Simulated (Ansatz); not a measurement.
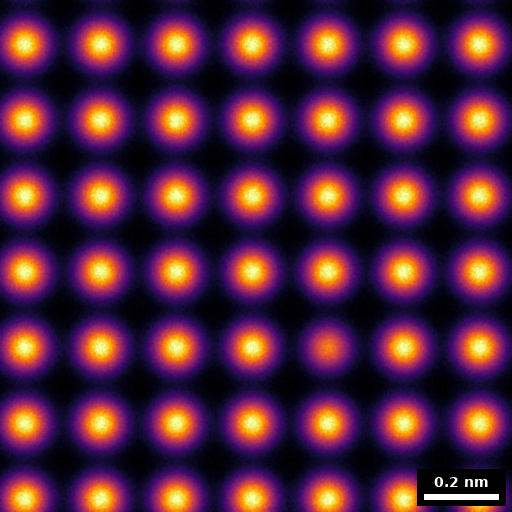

HAADF-like image of Ag (Fm-3m, No. 225) along [001]. The image is simulated as a sum over atoms of Z^1.7, blurred by a 0.99 Å probe (no channelling). The probe carries 15 % of its weight in a tail 2.5 times as wide. Shot noise was added.

The sample is 2 repeats (8.3 Å) thick. One point defect was put into the perfect crystal, without relaxing the atoms around it. Brightness is counted from the darkest point of the image. Host structure: the input geometry of an electronic-structure calculation (not necessarily at equilibrium).

### Where is the defect (in Å from the left and the top edge), and what does its contrast suggest?

At about 9 Å from the left and 10 Å from the top. The column is dimmer, which points to a vacancy or a lighter atom. The column holds 2 atoms (Ag) through the sample, and one Ag atom is replaced by Cu, so its peak drops to about 70 % of that of its equals.
